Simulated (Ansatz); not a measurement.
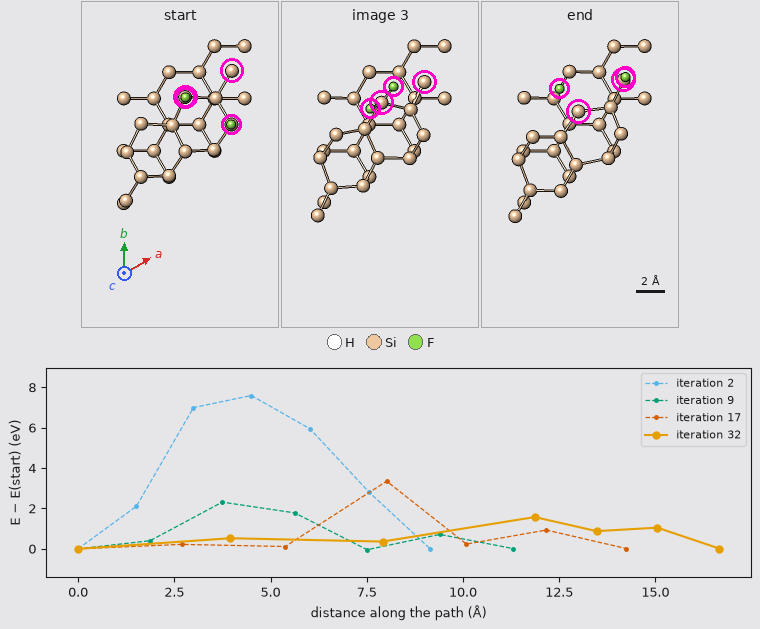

A search for the minimum-energy path of F2 on Si(111), underside capped with H (32 atoms in the cell) by the nudged elastic band. Images are numbered from 0 (start) to 6 (end). The plot follows the band through its iterations. A ball-and-stick model of the simulation cell, with the vacuum cut short (origin moved), seen along the c axis. The atoms that move most are ringed. Bonds to atoms that aren't drawn are left out.

Computed with Ansatz, DFT PBEsol, scalar-relativistic, plane waves, PAW. Settings: plane-wave cutoff 420 eV; k-point mesh 2 × 2 × 1; Gaussian smearing 0.02 eV; 12 atoms held fixed; 5 movable images; climbing image; force threshold 0.05 eV/Å; iteration limit 32; starting path by image-dependent pair potential.

### Did the band converge, and can the barrier be trusted?

The result isn't final. The band hadn't converged when the run stopped after 32 iterations. The barrier read from it is provisional: over the last two iterations the highest image moved from 1.72 eV to 1.58 eV. The first iteration put the highest image at 9.43 eV. The highest point, image 3, lies 1.58 eV above the start and 1.56 eV above the end; the end is at +0.02 eV relative to the start. The profile has 3 maxima (images 1, 3, 5) with a dip at image 2, 4 (+0.36 eV, +0.88 eV), which on an unconverged band is provisional.

Limits of the set-up: the periodic images lie only 7.7 Å apart, so the values are limited by the cell's size.

The run took 52 min on 2 threads of Arm Neoverse V1, on a shared host, peak memory 3.1 GiB.

PAW datasets: the set soft_1.
